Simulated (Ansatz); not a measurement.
# Rh wire along [111], 13 atoms a period: bands along the axis

Wanted: the relaxed geometry and the bands of the Rh wire along [111], 13 atoms a period.

Method: DFT PBE, plane waves, PAW; relaxation of a wire's period; PAW set soft_1, in the first sound run; inputs show where later runs differ, in Ansatz 0.2.0.

## (1) Starting point

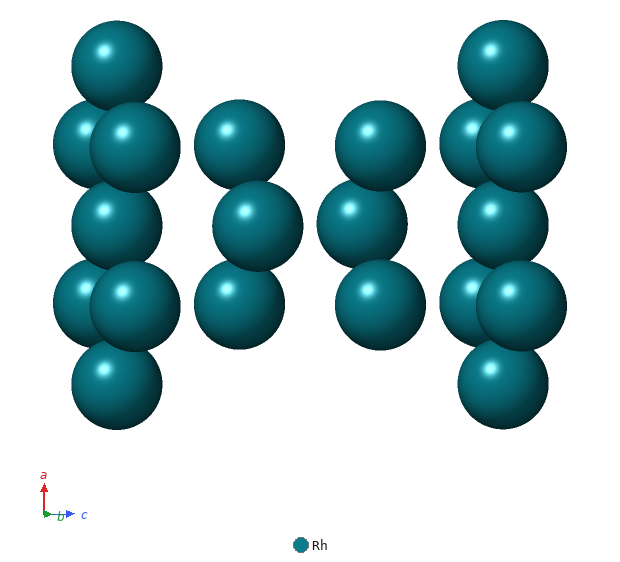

Start, viewed from the side, with the c axis across the page; rhodium blue. Some periodic images of atoms are drawn too.

The cell holds 13 atoms: 13 Rh. Cell: a = 12.216 Å, b = 11.491 Å, c = 6.634 Å, α = 90.0°, β = 90.0°, γ = 90.0°. Vacuum lies along a and b. The structure's axis is c.

## (2) The relaxed wire

Band widths follow the bond lengths, so the wire is relaxed first. The atoms and the third cell vector are free; the box across stays fixed as vacuum. A Fermi-Dirac smearing is set since the result may be a metal. The pressure printed is a third of the stress's trace over the whole box, vacuum included; only the stress along the axis is relaxed.

Input file input.yaml:

```yaml
crystal:
  lattice:
    - [12.216, 0.0, 0.0]
    - [0.0, 11.491, 0.0]
    - [0.0, 0.0, 6.633754593]
  atoms:
    - { symbol: Rh, position: [0.389170718, 0.295883735, 0.0] }
    - { symbol: Rh, position: [0.500017925, 0.499990117, 0.0] }
    - { symbol: Rh, position: [0.610865132, 0.295883735, 0.0] }
    - { symbol: Rh, position: [0.72171234, 0.499990117, 0.0] }
    - { symbol: Rh, position: [0.389170718, 0.431954656, 0.333333333] }
    - { symbol: Rh, position: [0.500017925, 0.636061037, 0.333333333] }
    - { symbol: Rh, position: [0.610865132, 0.431954656, 0.333333333] }
    - { symbol: Rh, position: [0.389170718, 0.568025577, 0.666666667] }
    - { symbol: Rh, position: [0.500017925, 0.363919196, 0.666666667] }
    - { symbol: Rh, position: [0.610865132, 0.568025577, 0.666666667] }
    - { symbol: Rh, position: [0.27832351, 0.499990117, 0.0] }
    - { symbol: Rh, position: [0.389170718, 0.704096498, 0.0] }
    - { symbol: Rh, position: [0.610865132, 0.704096498, 0.0] }
kpoints:
  mp_grid: { grid: [1, 1, 13] }
scf:
  occupations: { method: fermi_dirac, width: 0.05 }
hamiltonian:
  xc: pbe
  pseudopotentials: { kind: paw, azcp: { folder: soft_1 } }
relax:
  cell: { fix: [a, b, alpha, beta, gamma] }
  max_steps: 45
  f_tol: 0.03
```

Run with:

```
$ ansatz run input.yaml --threads 4 --pin off --max-ram 16384MiB --backend cpu --events-out ev --progress --plain --runs-dir out
```

Numbers of over 12 decimals in the logs are rounded to 6 here.

Log:

```text
Engine: ansatz 0.2.0, aarch64-unknown-linux-gnu
Pseudopotentials: kind: paw
Pseudopotential: Rh, paw, valence charge 17, recommended cutoff 420 eV (normal), soft_1/Rh.paw.azcp
Functional definition: PBE
  parameter kappa = 0.804
  parameter beta = 0.066725
  exchange = pbe_x(kappa = kappa, mu = beta*pi^2/3)
  correlation = pbe_c(beta = beta)
Crystal: 13 atoms, lattice volume = 931.207 Å³
Basis set: ecut = 420 eV, 18193 PW (Γ), exchange–correlation on 180×160×90 points (8 copies of the dense FFT grid, shifted against one another)
Bands: 133, of which v1, the nominal top of the filled ones, is band 111 counted from 1 (110 counted from 0)
Symmetry: 4 space group operations
Space group: P2/m (ITA 10), of the structure as read, at distance tolerance 9.8e-5 Å
k-points: 7 of 13
Non-local potential: Rh, projectors of the file, l = 0: 3, l = 1: 2, l = 2: 2, l = 3: 1
PAW form: soft (Blöchl's): semilocal exchange-correlation on the pseudo side does not see the compensation charge
PAW one-centre angular grid: Rh, 590 points (default); XC on 64 Gauss nodes
Initial density: superposition of atomic densities (neutral atoms: chi_scale 0, normalization atom)
Initial wavefunctions: pseudopotential atomic-orbital guess
Functional: x = pbe(κ = 0.804, μ = 0.219515), c = pbe(β = 0.066725)
SCF iter   1: F=—  HF=-83220.543322 eV  |F-HF|=—  |Δ(HF+E_count)|=         —  Δρ=3.75e-2  dr2=2.43e1  ethr=3.10e-3  ⟨swp⟩=8.0  Hψ=3514  notcnv=0  defer=4
preconditioner: auto → LDOS  [metal: Δε(μ)=0.006 eV  Ē_g=3.876 eV  σ=0.050 eV  W_gap=0.03  n_scr=150 (ndim 8)  ℏωp=13.2 eV  f_vac=0.641  D(μ)=54.80/eV (n_scr^D=540)  β→1.0]
SCF iter   2: F=—  HF=-83222.699783 eV  |F-HF|=—  |Δ(HF+E_count)|=    2.16e0  Δρ=5.62e-2  dr2=3.41e1  ethr=3.10e-3  ⟨swp⟩=3.4  Hψ=2507  notcnv=0  defer=36
SCF iter   3: F=—  HF=-83214.843149 eV  |F-HF|=—  |Δ(HF+E_count)|=    7.86e0  Δρ=1.18e-2  dr2=1.47e0  ethr=3.10e-3  ⟨swp⟩=3.0  Hψ=2027  notcnv=0  defer=30
SCF iter   4: F=—  HF=-83214.789577 eV  |F-HF|=—  |Δ(HF+E_count)|=   5.36e-2  Δρ=1.57e-2  dr2=1.45e0  ethr=6.64e-4  ⟨swp⟩=2.0  Hψ=1876  notcnv=0  defer=35
SCF iter   5: F=—  HF=-83214.620139 eV  |F-HF|=—  |Δ(HF+E_count)|=   1.69e-1  Δρ=2.97e-3  dr2=1.13e-1  ethr=6.56e-4  ⟨swp⟩=2.0  Hψ=955  notcnv=0  defer=35
SCF iter   6: F=—  HF=-83214.622087 eV  |F-HF|=—  |Δ(HF+E_count)|=   1.95e-3  Δρ=1.96e-3  dr2=3.51e-2  ethr=5.11e-5  ⟨swp⟩=2.0  Hψ=1380  notcnv=0  defer=35
SCF iter   7: F=—  HF=-83214.620169 eV  |F-HF|=—  |Δ(HF+E_count)|=   1.92e-3  Δρ=8.79e-4  dr2=1.39e-2  ethr=1.59e-5  ⟨swp⟩=1.3  Hψ=917  notcnv=0  defer=35
SCF iter   8: F=—  HF=-83214.620331 eV  |F-HF|=—  |Δ(HF+E_count)|=   1.62e-4  Δρ=5.36e-4  dr2=6.26e-3  ethr=6.27e-6  ⟨swp⟩=1.3  Hψ=974  notcnv=0  defer=35
SCF iter   9: F=—  HF=-83214.620258 eV  |F-HF|=—  |Δ(HF+E_count)|=   7.39e-5  Δρ=3.33e-4  dr2=1.54e-3  ethr=2.83e-6  ⟨swp⟩=1.1  Hψ=897  notcnv=0  defer=35
SCF iter  10: F=—  HF=-83214.620253 eV  |F-HF|=—  |Δ(HF+E_count)|=   4.52e-6  Δρ=1.82e-4  dr2=5.59e-4  ethr=6.95e-7  ⟨swp⟩=1.3  Hψ=898  notcnv=0  defer=35
SCF iter  11: F=—  HF=-83214.620251 eV  |F-HF|=—  |Δ(HF+E_count)|=   1.79e-6  Δρ=7.38e-5  dr2=9.82e-5  ethr=2.53e-7  ⟨swp⟩=1.1  Hψ=934  notcnv=0  defer=35
SCF iter  12: F=—  HF=-83214.620450 eV  |F-HF|=—  |Δ(HF+E_count)|=   1.99e-4  Δρ=5.22e-5  dr2=5.67e-5  ethr=4.44e-8  ⟨swp⟩=1.3  Hψ=937  notcnv=0  defer=35
SCF iter  13: F=—  HF=-83214.620452 eV  |F-HF|=—  |Δ(HF+E_count)|=   1.64e-6  Δρ=2.18e-5  dr2=8.45e-6  ethr=2.57e-8  ⟨swp⟩=1.0  Hψ=896  notcnv=0  defer=35
SCF iter  14: F=—  HF=-83214.620453 eV  |F-HF|=—  |Δ(HF+E_count)|=   1.29e-6  Δρ=1.03e-5  dr2=1.51e-6  ethr=3.82e-9  ⟨swp⟩=1.1  Hψ=956  notcnv=0  defer=35
SCF iter  15: F=—  HF=-83214.620453 eV  |F-HF|=—  |Δ(HF+E_count)|=   5.23e-8  Δρ=4.67e-6  dr2=2.57e-7  ethr=6.83e-10  ⟨swp⟩=1.3  Hψ=1010  notcnv=0  defer=35
SCF iter  16: F=-83214.620453 eV  HF=-83214.620453 eV  |F-HF|=6.23e-9  |Δ(HF+E_count)|=   3.30e-8  Δρ=1.63e-6  dr2=2.13e-8  ethr=4.52e-11  ⟨swp⟩=4.0  Hψ=2939  notcnv=0
SCF 1 converged in 16 iterations: F = -83214.620453 eV  dr2 = 2.13e-8
  greatest PAW one-centre occupation: 1.000 electrons in one spin orbital (limit 2), on the Rh atom at site 1 (counted from 0), in its partial waves of l = 0
relax step   1: F+E_penalty+E_count = -83214.62045311 eV  Δ(F+E_penalty+E_count) = +0.000e0 eV  max|allowed force component| = 1.730e0 eV/Å  Δτ_max = 0.0000 Å  P = -3.669 GPa  Ω = 931.207 Å³  fix = [a, b, alpha, beta, gamma]  reactions: a -3.364, b -3.408 GPa; alpha -0.002 GPa/rad  (16 SCF iters, dr2 threshold 1.00e-7 eV, accepted)
Crystal: 13 atoms, lattice volume = 900.698 Å³
Basis set: ecut = 420 eV, 17599 PW (Γ), exchange–correlation on 180×160×90 points (8 copies of the dense FFT grid, shifted against one another)
Initial density: handed on by an earlier stage of this run
Initial wavefunctions: those handed on with the density
SCF iter   1: F=—  HF=-83216.594750 eV  |F-HF|=—  |Δ(HF+E_count)|=         —  Δρ=2.13e-2  dr2=9.64e0  ethr=3.10e-3  ⟨swp⟩=6.6  Hψ=3332  notcnv=0  defer=4
preconditioner: auto → LDOS  [metal: Δε(μ)=0.026 eV  Ē_g=4.187 eV  σ=0.050 eV  W_gap=0.13  n_scr=150 (ndim 8)  ℏωp=13.4 eV  f_vac=0.675  D(μ)=44.07/eV (n_scr^D=390)  β→1.0]
SCF iter   2: F=—  HF=-83216.280642 eV  |F-HF|=—  |Δ(HF+E_count)|=   3.14e-1  Δρ=1.01e-2  dr2=5.17e-1  ethr=3.10e-3  ⟨swp⟩=2.0  Hψ=1138  notcnv=0  defer=34
SCF iter   3: F=—  HF=-83216.245646 eV  |F-HF|=—  |Δ(HF+E_count)|=   3.50e-2  Δρ=7.39e-3  dr2=7.69e-1  ethr=2.34e-4  ⟨swp⟩=2.4  Hψ=1807  notcnv=0  defer=34
SCF iter   4: F=—  HF=-83216.197593 eV  |F-HF|=—  |Δ(HF+E_count)|=   4.81e-2  Δρ=2.56e-3  dr2=3.65e-2  ethr=2.34e-4  ⟨swp⟩=2.0  Hψ=1310  notcnv=0  defer=36
SCF iter   5: F=—  HF=-83216.193566 eV  |F-HF|=—  |Δ(HF+E_count)|=   4.03e-3  Δρ=1.14e-3  dr2=1.30e-2  ethr=1.65e-5  ⟨swp⟩=2.1  Hψ=1346  notcnv=0  defer=36
SCF iter   6: F=—  HF=-83216.193150 eV  |F-HF|=—  |Δ(HF+E_count)|=   4.16e-4  Δρ=5.07e-4  dr2=5.05e-3  ethr=5.90e-6  ⟨swp⟩=1.9  Hψ=1082  notcnv=0  defer=36
SCF iter   7: F=—  HF=-83216.192954 eV  |F-HF|=—  |Δ(HF+E_count)|=   1.96e-4  Δρ=3.22e-4  dr2=1.84e-3  ethr=2.28e-6  ⟨swp⟩=1.3  Hψ=899  notcnv=0  defer=36
SCF iter   8: F=—  HF=-83216.192913 eV  |F-HF|=—  |Δ(HF+E_count)|=   4.10e-5  Δρ=1.02e-4  dr2=1.92e-4  ethr=8.34e-7  ⟨swp⟩=1.9  Hψ=1071  notcnv=0  defer=36
SCF iter   9: F=—  HF=-83216.193381 eV  |F-HF|=—  |Δ(HF+E_count)|=   4.68e-4  Δρ=4.27e-5  dr2=3.11e-5  ethr=8.67e-8  ⟨swp⟩=1.9  Hψ=1181  notcnv=0  defer=36
SCF iter  10: F=—  HF=-83216.193381 eV  |F-HF|=—  |Δ(HF+E_count)|=   2.26e-7  Δρ=1.78e-5  dr2=3.86e-6  ethr=1.41e-8  ⟨swp⟩=2.0  Hψ=1036  notcnv=0  defer=36
[...]
SCF iter   7: F=—  HF=-83216.332256 eV  |F-HF|=—  |Δ(HF+E_count)|=   4.19e-4  Δρ=1.39e-4  dr2=2.15e-4  ethr=5.51e-7  ⟨swp⟩=2.0  Hψ=1339  notcnv=0
SCF iter   8: F=—  HF=-83216.332282 eV  |F-HF|=—  |Δ(HF+E_count)|=   2.60e-5  Δρ=5.04e-5  dr2=4.11e-5  ethr=9.73e-8  ⟨swp⟩=1.7  Hψ=1152  notcnv=0
SCF iter   9: F=-83216.332283 eV  HF=-83216.332284 eV  |F-HF|=2.16e-7  |Δ(HF+E_count)|=   1.38e-6  Δρ=1.21e-5  dr2=1.17e-6  ethr=5.88e-10  ⟨swp⟩=3.6  Hψ=3807  notcnv=0
SCF 3 converged in 9 iterations: F = -83216.332283 eV  dr2 = 1.17e-6
relax step   3: F+E_penalty+E_count = -83216.33228336 eV  Δ(F+E_penalty+E_count) = -1.389e-1 eV  max|allowed force component| = 1.949e-1 eV/Å  Δτ_max = 0.0654 Å  P = +0.107 GPa  Ω = 881.772 Å³  energy of the carried Pulay correction = +5.239e-3 eV  fix = [a, b, alpha, beta, gamma]  reactions: a -0.141, b -0.152 GPa; alpha -0.003 GPa/rad  (9 SCF iters, dr2 threshold 1.30e-6 eV, accepted)
[...]
relax step   4: F+E_penalty+E_count = -83216.36629389 eV  Δ(F+E_penalty+E_count) = -3.401e-2 eV  max|allowed force component| = 6.391e-2 eV/Å  Δτ_max = 0.0182 Å  P = -0.045 GPa  Ω = 892.451 Å³  energy of the carried Pulay correction = +4.083e-3 eV  fix = [a, b, alpha, beta, gamma]  reactions: a -0.067, b -0.074 GPa; alpha -0.004 GPa/rad  (9 SCF iters, dr2 threshold 1.30e-6 eV, accepted)
[...]
relax step   5: F+E_penalty+E_count = -83216.36813040 eV  Δ(F+E_penalty+E_count) = -1.837e-3 eV  max|allowed force component| = 1.023e-2 eV/Å  Δτ_max = 0.0050 Å  P = +0.014 GPa  Ω = 893.760 Å³  energy of the carried Pulay correction = +3.943e-3 eV  fix = [a, b, alpha, beta, gamma]  reactions: a +0.026, b +0.023 GPa; alpha -0.003 GPa/rad  (9 SCF iters, dr2 threshold 2.55e-7 eV, accepted)
Initial wavefunctions: pseudopotential atomic-orbital guess (no wavefunctions were taken with the density)
iter 1 solved again at ethr=1.89e-6 eV; its pass at ethr=3.10e-3 eV (dr2=4.18e-3 eV) is discarded
SCF iter   1: F=—  HF=-83216.362385 eV  |F-HF|=—  |Δ(HF+E_count)|=         —  Δρ=7.42e-5  dr2=8.67e-6  ethr=1.89e-6  ⟨swp⟩=4.0  Hψ=6234  notcnv=0
eigensolver tolerance schedule: the retry pair's looser diagonalisation over-reported the residual by 481.39 of it (diagonalisation noise at 0.42 of the residual, at the tolerance the schedule requests for it); recorded, not acted on — ethr = c·dr2/N_el stays at c = 1.0e-1
preconditioner: auto → LDOS  [metal: Δε(μ)=0.009 eV  Ē_g=4.082 eV  σ=0.050 eV  W_gap=0.04  n_scr=150 (ndim 8)  ℏωp=13.4 eV  f_vac=0.667  D(μ)=51.91/eV (n_scr^D=512)  β→1.0]
SCF iter   2: F=—  HF=-83216.362686 eV  |F-HF|=—  |Δ(HF+E_count)|=   3.01e-4  Δρ=3.23e-5  dr2=4.96e-6  ethr=3.92e-9  ⟨swp⟩=3.0  Hψ=2125  notcnv=0
SCF iter   3: F=—  HF=-83216.362685 eV  |F-HF|=—  |Δ(HF+E_count)|=   1.38e-6  Δρ=1.31e-5  dr2=1.13e-6  ethr=2.24e-9  ⟨swp⟩=2.3  Hψ=1697  notcnv=0
SCF iter   4: F=—  HF=-83216.362685 eV  |F-HF|=—  |Δ(HF+E_count)|=   1.82e-7  Δρ=3.33e-6  dr2=6.68e-8  ethr=5.13e-10  ⟨swp⟩=2.1  Hψ=1369  notcnv=0
SCF iter   5: F=—  HF=-83216.362685 eV  |F-HF|=—  |Δ(HF+E_count)|=   4.53e-9  Δρ=8.88e-7  dr2=6.92e-9  ethr=3.02e-11  ⟨swp⟩=2.0  Hψ=1379  notcnv=0
SCF iter   6: F=—  HF=-83216.362685 eV  |F-HF|=—  |Δ(HF+E_count)|=   2.18e-9  Δρ=4.42e-7  dr2=3.10e-9  ethr=3.13e-12  ⟨swp⟩=2.4  Hψ=1651  notcnv=0
SCF iter   7: F=—  HF=-83216.362685 eV  |F-HF|=—  |Δ(HF+E_count)|=  5.82e-11  Δρ=2.45e-7  dr2=1.05e-9  ethr=1.40e-12  ⟨swp⟩=1.6  Hψ=1116  notcnv=0
SCF iter   8: F=—  HF=-83216.362685 eV  |F-HF|=—  |Δ(HF+E_count)|=    0.00e0  Δρ=1.73e-7  dr2=4.13e-10  ethr=1.00e-12  ⟨swp⟩=1.0  Hψ=931  notcnv=0
SCF iter   9: F=-83216.362685 eV  HF=-83216.362685 eV  |F-HF|=1.16e-10  |Δ(HF+E_count)|=  8.73e-11  Δρ=6.58e-8  dr2=8.66e-11  ethr=1.00e-12  ⟨swp⟩=3.6  Hψ=3022  notcnv=0
SCF 6 converged in 9 iterations: F = -83216.362685 eV  dr2 = 8.66e-11
relax step   6: F+E_penalty+E_count = -83216.36268491 eV  Δ(F+E_penalty+E_count) = +5.445e-3 eV  max|allowed force component| = 1.085e-2 eV/Å  Δτ_max = 0.0000 Å  P = +0.023 GPa  Ω = 893.760 Å³  fix = [a, b, alpha, beta, gamma]  reactions: a +0.035, b +0.032 GPa; alpha -0.003 GPa/rad  stress off target by 2.79e-3 GPa on what of the cell is left free  SCF on the basis re-selected at this cell (its energy is not comparable with the rows above)  (9 SCF iters)
basis re-selected at this cell: Δ(F+E_penalty+E_count) = +5.445e-3 eV, ΔP = +0.009 GPa vs the last step (what re-selecting the basis moved, of the pressure what is left beyond the Pulay correction that the steps carried, after the strain that the cell walked since its last selection, with what the two solves' SCF thresholds leave and, on support functions, any second-order correction that the steps lacked; it is no m [...]
SCF converged after 9 iterations
Free energy (F): -83216.362685 eV
Harris-Foulkes:  -83216.362685 eV  (|F-HF|=1.16e-10)
Internal energy: -83215.949222 eV  (E = F + TS)
E sigma→0 (E₀):  -83216.155954 eV
Entropy (-TS):   -0.413463 eV (-31.805 meV/atom)
Fermi energy:    0.815069 eV
--- Per-component energies (eV) ---
  E_band       = -5714.410581
  E_kinetic    = 6972.585493
  E_local      = -120648.272603  (includes V_loc(G=0)·N_el)
  E_nonlocal   = 3915.314465
  E_hartree    = 55538.494928
  E_xc         = -2596.313960
  E_vxc        = -3253.919051  (∫ρ·V_xc dr)
  E_paw        = -46857.700601  (= ΣΔE_a)
  E_vpaw       = -3777.111478  (= ΣTr[D̂ρ^β])
  E_aug_tail   = 0.001021  (compensation charges beyond the density's cutoff)
  E_ewald      = 20459.942035
  E_smearing   = -0.413463  (= −TS)
  E_closure    = 0.000000  (closes the sum)
  Σ components = -83216.362685   (vs F -83216.362685, Δ=0.00e0)
--- Forces (eV/Å), atoms counted from 1 ---
  atom   1  Rh     0.00891663     0.00587413    -0.00015027
  atom   2  Rh     0.00000000     0.00000000     0.00000000
  atom   3  Rh    -0.00891663     0.00587413    -0.00015027
  atom   4  Rh    -0.00562235     0.00000000     0.00000000
  atom   5  Rh     0.00160062     0.00317977     0.01084694
  atom   6  Rh    -0.00000000    -0.00476742     0.01082725
  atom   7  Rh    -0.00160062     0.00317977     0.01084694
  atom   8  Rh     0.00160062    -0.00317977    -0.01084694
  atom   9  Rh     0.00000000     0.00476742    -0.01082725
  atom  10  Rh    -0.00160062    -0.00317977    -0.01084694
  atom  11  Rh     0.00562235    -0.00000000    -0.00000000
  atom  12  Rh     0.00891663    -0.00587413     0.00015027
  atom  13  Rh    -0.00891663    -0.00587413     0.00015027
  max |Σ_I F_I| component: 1.98e-18 eV/Å
--- Stress (GPa, compression-positive) ---
        0.035003      -0.000000      -0.000000
       -0.000000       0.031701       0.003419
       -0.000000       0.003419       0.002792
  P = ⅓ Tr σ = 0.0232 GPa (0.232 kbar)
--- Relaxed structure (5 steps of the walk, 5 accepted, 1 SCFs on fresh bases) ---
  F+E_penalty+E_count = -83216.36268491 eV   max|allowed force component| = 1.085e-2 eV/Å   (the final SCF, on the basis selected at the relaxed cell)
  cell:  # Å, volume = 893.7604 Å³
    - [12.216, 0, 0]
    - [0, 11.491, 0]
    - [0, 0, 6.366991]
  atoms:
    - { symbol: Rh, position: [0.395365, 0.307357, -6.948626317768542e-5] }
    - { symbol: Rh, position: [0.500018, 0.5, 1.1864910980750632e-19] }
    - { symbol: Rh, position: [0.604671, 0.307357, -6.948626317768542e-5] }
    - { symbol: Rh, position: [0.709504, 0.5, 1.1864910980751393e-19] }
    - { symbol: Rh, position: [0.393371, 0.434632, 0.340682] }
    - { symbol: Rh, position: [0.500018, 0.630844, 0.340883] }
    - { symbol: Rh, position: [0.606664, 0.434632, 0.340682] }
    - { symbol: Rh, position: [0.393371, 0.565368, 0.659318] }
    - { symbol: Rh, position: [0.500018, 0.369156, 0.659117] }
    - { symbol: Rh, position: [0.606664, 0.565368, 0.659318] }
    - { symbol: Rh, position: [0.290531, 0.5, 1.1864910980751244e-19] }
    - { symbol: Rh, position: [0.395365, 0.692643, 6.948626317768565e-5] }
    - { symbol: Rh, position: [0.604671, 0.692643, 6.948626317768565e-5] }
```

Elapsed: 99 s, on 4 threads of Arm Neoverse V1, shared host; peak memory 2.5 GiB.

(Continued in part 2 of 2.)

[Logs are printed without paths, hosts, clocks, repeated set-up lines and the standing remarks that a program may print on its own settings, such as how far it seeks lower states.]

[Hosts, paths, dates, database ids (printed as entryN), source tags and the programs' standing remarks are cut or masked in the printed files.]
